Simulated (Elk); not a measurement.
# MnSe: cost and accuracy of all numerical settings together

Two starts of MnSe are run at each rung of all numerical settings together. Which rung is enough?

Calculated with Elk 11.2.3 (patched build); PBEsol; all-electron APW+lo, Dirac cores, scalar-relativistic bands.

The database entry behind the starting cell is an old determination (1938), so it need not match the best structure at ambient conditions.

## (1) The starting structure

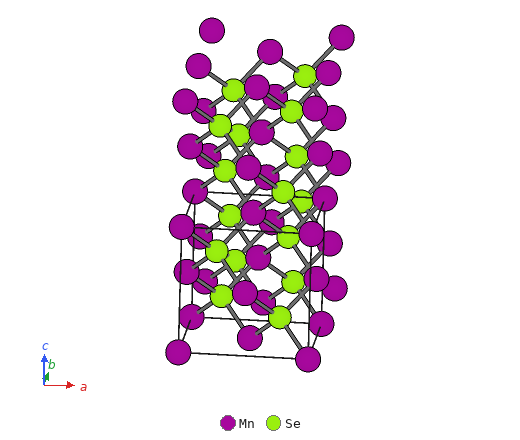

Start, viewed slightly off an axis; manganese purple, selenium green. 1×2×2 cells are drawn. This picture shows the conventional cell, with its axes. Bonds to atoms that aren't drawn are left out. Some periodic images of atoms are drawn too.

## (2) Rung 1 (rgkmax 5, mesh 4×4×4), start ferro +

Several settings change at once from rung to rung, from a quick look to a careful run; the headings and inputs name them.

The last three numbers of an atom's line are a seed field in its sphere. It points against the wanted moment and shrinks by the factor reducebf each loop.

Contents of elk.in:

```
tasks
  0

xctype
  22

rgkmax
  5.0

nempty
  4

swidth
  0.005

reducebf
  0.6

epsengy
  1e-05

maxscl
  100

lmaxi
  2

lmaxapw
  6

lmaxo
  4

gmaxvr
  10.0

spinpol
  .true.

sppath
  './'

avec
  0.00000000000 5.49910302266 5.49910302266
  5.49910302266 0.00000000000 5.49910302266
  5.49910302266 5.49910302266 0.00000000000

atoms
  2
  'Mn.in'
  1
  0.0000000000 0.0000000000 0.0000000000   0.000000 0.000000 -0.337500
  'Se.in'
  1
  0.2500000000 0.2500000000 0.2500000000   0.000000 0.000000 0.000000

ngridk
  4 4 4
```

The run is started by

```
$ OMP_NUM_THREADS=2 elk
```

Numbers of over 12 decimals in the logs are rounded to 6 here.

What it wrote:

```text
Warning(init1): few empty states an atom for a second variation :    4.000000000
 they are its basis, with spin, DFT+U, afieldc (12 by default), in Hartree-Fock and RDMFT; 30 and more for pressures

--- INFO.OUT ---
┌─────────────────────────┐
│ Elk code version 11.2.3 │
└─────────────────────────┘

All units are atomic (Hartree, Bohr, etc.)

┌─────────────────────────────────────────────────┐
│ Ground-state run starting from atomic densities │
└─────────────────────────────────────────────────┘

Lattice vectors :
   0.000000000       5.499103023       5.499103023
   5.499103023       0.000000000       5.499103023
   5.499103023       5.499103023       0.000000000

Species : 1 (Mn)
 parameters loaded from : Mn.in
 name : manganese
 nuclear charge    :   -25.00000000
 electronic charge :    25.00000000
 atomic mass :    100145.9370
 muffin-tin radius :    2.356181458
 number of radial points in muffin-tin :    993
 inner part over the whole radius :   0.9852001412E-02
 number on inner part of muffin-tin    :    699
 approximate nuclear radius :   0.7074591925E-04
 number of mesh points to nuclear radius :    330
 atomic positions (lattice), magnetic fields (Cartesian) :
  1 :   0.00000000  0.00000000  0.00000000    0.00000000  0.00000000 -0.33750000

Species : 2 (Se)
 parameters loaded from : Se.in
 name : selenium
 nuclear charge    :   -34.00000000
 electronic charge :    34.00000000
 atomic mass :    143935.2749
 muffin-tin radius :    2.356181458
 number of radial points in muffin-tin :    993
 inner part over the whole radius :   0.9872156655E-02
 number on inner part of muffin-tin    :    702
 approximate nuclear radius :   0.7785908700E-04
 number of mesh points to nuclear radius :    343
 atomic positions (lattice), magnetic fields (Cartesian) :
  1 :   0.25000000  0.25000000  0.25000000    0.00000000  0.00000000  0.00000000

Total number of atoms per unit cell :    2
Total muffin-tin volume :    109.5834090
 ratio of muffin-tin to unit cell volume :   0.3294877276

Spin treatment :
 spin-polarised
 global magnetic field (Cartesian) :    0.000000000       0.000000000       0.000000000
 collinear magnetisation in z-direction

Number of Bravais lattice symmetries :   48
Number of crystal symmetries         :   24
Crystal has no inversion symmetry
Complex Hermitian eigensolver will be used

k-point grid :      4     4     4
k-point offset :    0.000000000       0.000000000       0.000000000
k-point set is reduced with full crystal symmetry group
Total number of k-points :       10

Muffin-tin radius times maximum |G+k| :    5.000000000
 using average radius
Maximum |G+k| for APW functions       :    2.122077645
Maximum (1/2)|G+k|²                   :    2.251606766
Maximum |G| for potential and density :    10.00000000
Constant for pseudocharge density :    6
 order of it for each species :   11  11
 order of it for pair densities of each species (exact exchange by exxq0 0: 11) :    4   4
Radial integration step length :    1

G-vector grid sizes :     25    25    25
Number of G-vectors :     5601

Maximum angular momentum used for
 APW functions            :    6
 outer part of muffin-tin :    4
 inner part of muffin-tin :    2

Number of empty states         :      8
Total number of valence states :     48
Total number of core states    :     28

Third-order local-orbitals added for an l without core states : T
Total number of local-orbitals :     43

Exchange-correlation functional :     22     0     0
 PBEsol, Phys. Rev. Lett. 100, 136406 (2008)
 gradient requirement :    1
 generalised gradient approximation (GGA)

Smearing type :    3
 Fermi-Dirac
Smearing width :   0.5000000000E-02
Effective electronic temperature (K) :    1578.875124

Mixing type :    3
 Broyden mixing, J. Phys. A: Math. Gen. 17, L317 (1984)

Kohn-Sham potential initialised from atomic data

┌──────────────────────────────┐
│ Self-consistent loop started │
└──────────────────────────────┘

┌─────────────────┐
│ Loop number : 1 │
└─────────────────┘

Energies :
 Fermi                       :     0.39237168247169E-01
 sum of occupied eigenvalues :     -2089.9229000193
 electron kinetic            :      3659.1833572727
 core electron kinetic       :      3330.4463998212
 Coulomb                     :     -7107.7485291610
 Coulomb potential           :     -5562.1787556377
 nuclear-nuclear             :     -433.20385275973
 electron-nuclear            :     -7797.4270595296
 Hartree                     :      1122.8823831283
 Madelung                    :     -4326.6591513422
 xc potential                :     -186.76233874367
 xc effective B-field        :    -0.222310
 external B-field            :      0.000000
 exchange                    :     -134.48377842617
 correlation                 :     -3.177291
 electron entropic           :    -0.70650775267564E-02
 total energy                :     -3586.2333068581
 (external B-field energy excluded from total)

Density of states at Fermi energy :    88.39424573
 (states/Hartree/unit cell)

Estimated indirect band gap :   0.5062852647E-02
 from k-point 6 to k-point 3
Estimated direct band gap   :   0.1304629890E-01
 at k-point 6

Charges :
 core                        :    28.00000000
 valence                     :    31.00000000
 interstitial                :    3.090985955
 muffin-tins (core leakage)
  species : 1 (Mn)
   atom 1                    :    23.60958659     ( -0.2236154000E-06)
  species : 2 (Se)
   atom 1                    :    32.29942745     (  0.8013703733E-04)
 total in muffin-tins        :    55.90901405
 total calculated charge     :    58.99791911
 total charge                :    59.00000000
 error                       :   0.2080885882E-02

Moments :
 interstitial                :   0.3392938801
 muffin-tins
  species : 1 (Mn)
   atom 1                    :    3.414645115
  species : 2 (Se)
   atom 1                    :   0.4868817809E-01
 total in muffin-tins        :    3.463333293
 total moment                :    3.802627173

[... earlier loops left out ...]

┌──────────────────┐
│ Loop number : 20 │
└──────────────────┘

Energies :
 Fermi                       :     0.134983
 sum of occupied eigenvalues :     -2085.0156307805
 electron kinetic            :      3658.4432512893
 core electron kinetic       :      3330.5041412428
 Coulomb                     :     -7106.8746363807
 Coulomb potential           :     -5563.0449080131
 nuclear-nuclear             :     -433.20385275973
 electron-nuclear            :     -7794.7526279694
 Hartree                     :      1121.0818443484
 Madelung                    :     -4325.3521823741
 xc potential                :     -180.07796441412
 xc effective B-field        :    -0.336009
 external B-field            :      0.000000
 exchange                    :     -134.42635184920
 correlation                 :     -3.167090
 electron entropic           :    -0.21053136450923E-02
 total energy                :     -3586.0269323836
 (external B-field energy excluded from total)

Density of states at Fermi energy :    23.82707936
 (states/Hartree/unit cell)

Estimated indirect band gap :   0.7212270445E-02
 from k-point 2 to k-point 8
Estimated direct band gap   :   0.3149704817E-01
 at k-point 4

Charges :
 core                        :    28.00000000
 valence                     :    31.00000000
 interstitial                :    3.176284235
 muffin-tins (core leakage)
  species : 1 (Mn)
   atom 1                    :    23.39485501     ( -0.2236153271E-06)
  species : 2 (Se)
   atom 1                    :    32.42886075     (  0.7917898100E-04)
 total in muffin-tins        :    55.82371577
 total calculated charge     :    58.99784682
 total charge                :    59.00000000
 error                       :   0.2153181880E-02

Moments :
 interstitial                :   0.5263558229
 muffin-tins
  species : 1 (Mn)
   atom 1                    :    4.162700100
  species : 2 (Se)
   atom 1                    :   0.1171263131
 total in muffin-tins        :    4.279826413
 total moment                :    4.806182236

┌──────────────────────────────┐
│ Self-consistent loop stopped │
└──────────────────────────────┘

Wrote STATE.OUT
```

It took 16 s on 2 threads of Intel Xeon at 2.70GHz, shared host; peak memory 0.09 GiB.

Spin moment in the muffin-tin sphere by atom:

```tsv
atom	spin moment in the muffin-tin sphere (μB)
Mn1	4.16
Se2	0.12
```

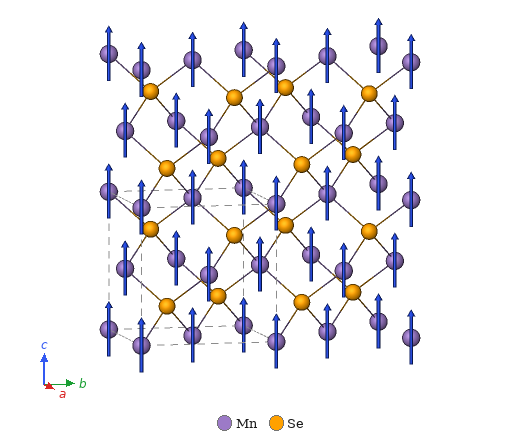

Spin moment in the muffin-tin sphere as arrows, the longest 4.16 μB. Up and down stand for the sign. Arrows give size and sign along the axis of quantisation, drawn up and down the page. Bonds to atoms that aren't drawn are left out. 1×2×2 conventional cells are drawn. Some periodic images of atoms are drawn too.

This step gave:

| Item | Value |
| --- | --- |
| magnetization | 4.806 μB |
| final state | ferromagnetic |

After 20 cycles the largest moment stands at 4.16 μB.

## (3) Rung 1 (rgkmax 5, mesh 4×4×2), start antiferro q=(0,0,1/2) +-

The second start gives the energy difference between the two end states, the quantity that is followed up the ladder. Its q is in fractions of the reciprocal vectors of the first run's cell.

Contents of elk.in:

```
tasks
  0

xctype
  22

rgkmax
  5.0

nempty
  4

swidth
  0.005

reducebf
  0.6

epsengy
  1e-05

maxscl
  100

lmaxi
  2

lmaxapw
  6

lmaxo
  4

gmaxvr
  10.0

spinpol
  .true.

sppath
  './'

avec
  0.00000000000 5.49910302266 5.49910302266
  5.49910302266 0.00000000000 5.49910302266
  10.99820604532 10.99820604532 0.00000000000

atoms
  2
  'Mn.in'
  2
  0.0000000000 0.0000000000 0.0000000000   0.000000 0.000000 -0.337500
  0.0000000000 0.0000000000 0.5000000000   0.000000 0.000000 0.337500
  'Se.in'
  2
  0.2500000000 0.2500000000 0.1250000000   0.000000 0.000000 0.000000
  0.2500000000 0.2500000000 0.6250000000   0.000000 0.000000 0.000000

ngridk
  4 4 2
```

The run is started by

```
$ OMP_NUM_THREADS=2 elk
```

What it wrote:

```text
Warning(init1): few empty states an atom for a second variation :    4.000000000
 they are its basis, with spin, DFT+U, afieldc (12 by default), in Hartree-Fock and RDMFT; 30 and more for pressures

--- INFO.OUT ---
┌─────────────────────────┐
│ Elk code version 11.2.3 │
└─────────────────────────┘

All units are atomic (Hartree, Bohr, etc.)

┌─────────────────────────────────────────────────┐
│ Ground-state run starting from atomic densities │
└─────────────────────────────────────────────────┘

Lattice vectors :
   0.000000000       5.499103023       5.499103023
   5.499103023       0.000000000       5.499103023
   10.99820605       10.99820605       0.000000000

Species : 1 (Mn)
 muffin-tin radius :    2.356181458
 atomic positions (lattice), magnetic fields (Cartesian) :
  1 :   0.00000000  0.00000000  0.00000000    0.00000000  0.00000000 -0.33750000
  2 :   0.00000000  0.00000000  0.50000000    0.00000000  0.00000000  0.33750000

Species : 2 (Se)
 muffin-tin radius :    2.356181458
 atomic positions (lattice), magnetic fields (Cartesian) :
  1 :   0.25000000  0.25000000  0.12500000    0.00000000  0.00000000  0.00000000
  2 :   0.25000000  0.25000000  0.62500000    0.00000000  0.00000000  0.00000000

Total number of atoms per unit cell :    4
Total muffin-tin volume :    219.1668181
 ratio of muffin-tin to unit cell volume :   0.3294877276

Spin treatment :
 spin-polarised
 global magnetic field (Cartesian) :    0.000000000       0.000000000       0.000000000
 collinear magnetisation in z-direction

Number of Bravais lattice symmetries :   12
Number of crystal symmetries         :   12
Crystal has no inversion symmetry
Complex Hermitian eigensolver will be used

k-point grid :      4     4     2
[...]
Coulomb                     :     -14213.679747303
 Coulomb potential           :     -11126.067429062
 nuclear-nuclear             :     -866.40770551946
 electron-nuclear            :     -15589.410709477
 Hartree                     :      2242.1386676927
 Madelung                    :     -8650.6460327726
 xc potential                :     -360.16419647342
 xc effective B-field        :    -0.642050
 external B-field            :      0.000000
 exchange                    :     -268.83436467124
 correlation                 :     -6.337059
 electron entropic           :    -0.11006681763183E-02
 total energy                :     -7172.0664989277
 (external B-field energy excluded from total)

Density of states at Fermi energy :    8.910614664
 (states/Hartree/unit cell)

Estimated indirect band gap :   0.3048735253E-01
 from k-point 1 to k-point 7
Estimated direct band gap   :   0.4413888405E-01
 at k-point 1

Charges :
 core                        :    56.00000000
 valence                     :    62.00000000
 interstitial                :    6.347710977
 muffin-tins (core leakage)
  species : 1 (Mn)
   atom 1                    :    23.40434919     ( -0.2236152792E-06)
   atom 2                    :    23.40434919     ( -0.2236152792E-06)
  species : 2 (Se)
   atom 1                    :    32.42179532     (  0.7908992656E-04)
   atom 2                    :    32.42179532     (  0.7908992656E-04)
 total in muffin-tins        :    111.6522890
 total calculated charge     :    117.9961274
 total charge                :    118.0000000
 error                       :   0.3872569351E-02

Moments :
 interstitial                :   0.4946895645E-16
 muffin-tins
  species : 1 (Mn)
   atom 1                    :    4.061973610
   atom 2                    :   -4.061973610
  species : 2 (Se)
   atom 1                    :   0.6156470398E-01
   atom 2                    :  -0.6156470398E-01
 total in muffin-tins        :    0.000000000
 total moment                :   0.4946895645E-16

┌──────────────────────────────┐
│ Self-consistent loop stopped │
└──────────────────────────────┘

Wrote STATE.OUT
```

Elapsed: 51 s, on 2 threads; peak memory 0.16 GiB.

Spin moment in the muffin-tin sphere by atom:

```tsv
atom	spin moment in the muffin-tin sphere (μB)
Mn1	4.06
Mn2	-4.06
Se3	0.06
Se4	-0.06
```

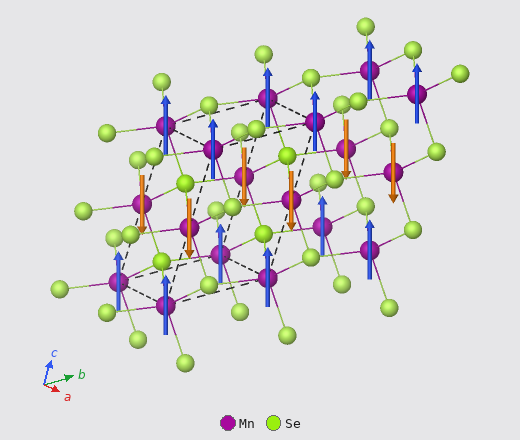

Spin moment in the muffin-tin sphere as arrows, the longest 4.06 μB. Up and down stand for the sign. Arrows give size and sign along the axis of quantisation, drawn up and down the page. The two directions have two colours. 1×2×1 cells are drawn. Some periodic images of atoms are drawn too.

Read from the output:

| Property | Result |
| --- | --- |
| magnetization | 0 μB |
| final state | antiferromagnetic |

This start lies -171.9 meV a seeded atom from the first; its largest moment is 4.06 μB.

## (4) Rung 2 (rgkmax 6, mesh 4×4×4), start ferro +

Contents of elk.in:

```
tasks
  0

xctype
  22

rgkmax
  6.0

nempty
  6

swidth
  0.005

reducebf
  0.6

epsengy
  1e-05

maxscl
  100

lmaxi
  2

lmaxapw
  6

lmaxo
  6

gmaxvr
  12.0

spinpol
  .true.

sppath
  './'

avec
  0.00000000000 5.49910302266 5.49910302266
  5.49910302266 0.00000000000 5.49910302266
  5.49910302266 5.49910302266 0.00000000000

atoms
  2
  'Mn.in'
  1
  0.0000000000 0.0000000000 0.0000000000   0.000000 0.000000 -0.337500
  'Se.in'
  1
  0.2500000000 0.2500000000 0.2500000000   0.000000 0.000000 0.000000

ngridk
  4 4 4
```

The run is started by

```
$ OMP_NUM_THREADS=2 elk
```

What it wrote:

```text
Warning(init1): few empty states an atom for a second variation :    6.000000000
 they are its basis, with spin, DFT+U, afieldc (12 by default), in Hartree-Fock and RDMFT; 30 and more for pressures

--- INFO.OUT ---
┌─────────────────────────┐
│ Elk code version 11.2.3 │
└─────────────────────────┘

All units are atomic (Hartree, Bohr, etc.)

┌─────────────────────────────────────────────────┐
│ Ground-state run starting from atomic densities │
└─────────────────────────────────────────────────┘

Lattice vectors :
[...]
total in muffin-tins        :    55.92174042
 total calculated charge     :    59.00025909
 total charge                :    59.00000000
 error                       :   0.2590948132E-03

Moments :
 interstitial                :   0.4659646947
 muffin-tins
  species : 1 (Mn)
   atom 1                    :    4.175724560
  species : 2 (Se)
   atom 1                    :   0.9169831697E-01
 total in muffin-tins        :    4.267422877
 total moment                :    4.733387572

┌──────────────────────────────┐
│ Self-consistent loop stopped │
└──────────────────────────────┘

Wrote STATE.OUT

[key lines of the parts left out:]
total energy                :     -3586.1145787878
```

It took 27 s on 2 threads; peak memory 0.13 GiB; 47 s of CPU time.

This step gave:

- magnetization: 4.733 μB
- final state: ferromagnetic
- largest moment: 4.176 μB

The largest moment moves by +0.01 μB from rung 1, at 1.7 times its CPU time.

## (5) Rung 2 (rgkmax 6, mesh 4×4×2), start antiferro q=(0,0,1/2) +-

Contents of elk.in:

```
tasks
  0

xctype
  22

rgkmax
  6.0

nempty
  6

swidth
  0.005

reducebf
  0.6

epsengy
  1e-05

maxscl
  100

lmaxi
  2

lmaxapw
  6

lmaxo
  6

gmaxvr
  12.0

spinpol
  .true.

sppath
  './'

avec
  0.00000000000 5.49910302266 5.49910302266
  5.49910302266 0.00000000000 5.49910302266
  10.99820604532 10.99820604532 0.00000000000

atoms
  2
  'Mn.in'
  2
  0.0000000000 0.0000000000 0.0000000000   0.000000 0.000000 -0.337500
  0.0000000000 0.0000000000 0.5000000000   0.000000 0.000000 0.337500
  'Se.in'
  2
  0.2500000000 0.2500000000 0.1250000000   0.000000 0.000000 0.000000
  0.2500000000 0.2500000000 0.6250000000   0.000000 0.000000 0.000000

ngridk
  4 4 2
```

The run is started by

```
$ OMP_NUM_THREADS=2 elk
```

What it wrote:

```text
Warning(init1): few empty states an atom for a second variation :    6.000000000
 they are its basis, with spin, DFT+U, afieldc (12 by default), in Hartree-Fock and RDMFT; 30 and more for pressures

--- INFO.OUT ---
┌─────────────────────────┐
│ Elk code version 11.2.3 │
└─────────────────────────┘

All units are atomic (Hartree, Bohr, etc.)

┌─────────────────────────────────────────────────┐
│ Ground-state run starting from atomic densities │
└─────────────────────────────────────────────────┘

Lattice vectors :
[...]
total calculated charge     :    118.0007924
 total charge                :    118.0000000
 error                       :   0.7924069332E-03

Moments :
 interstitial                :  -0.2558114799E-14
 muffin-tins
  species : 1 (Mn)
   atom 1                    :    4.092975516
   atom 2                    :   -4.092975516
  species : 2 (Se)
   atom 1                    :   0.5214311446E-01
   atom 2                    :  -0.5214311446E-01
 total in muffin-tins        :    0.000000000
 total moment                :  -0.2558114799E-14

┌──────────────────────────────┐
│ Self-consistent loop stopped │
└──────────────────────────────┘

Wrote STATE.OUT

[key lines of the parts left out:]
total energy                :     -7172.2424435756
```

Elapsed: 96 s, on 2 threads; peak memory 0.24 GiB.

This step gave:

| Item | Value |
| --- | --- |
| magnetization | 0 μB |
| final state | antiferromagnetic |
| largest moment | 4.093 μB |

This start lies -180.8 meV a seeded atom from the first, a change of -8.9 meV since rung 1; its largest moment is 4.09 μB.

(Continued in part 2 of 2.)

[Logs and program files are shortened in this print: banners, set-up blocks, solver, clock and traceback lines can be left out without a mark of their own.]

[Logs are printed without paths, hosts, clocks, repeated set-up lines and the standing remarks that a program may print on its own settings, such as how far it seeks lower states.]

[Hosts, paths, dates, database ids (printed as entryN), source tags and the programs' standing remarks are cut or masked in the printed files.]

[Where a cell is said to come from a database of computed structures, the database is the Materials Project.]
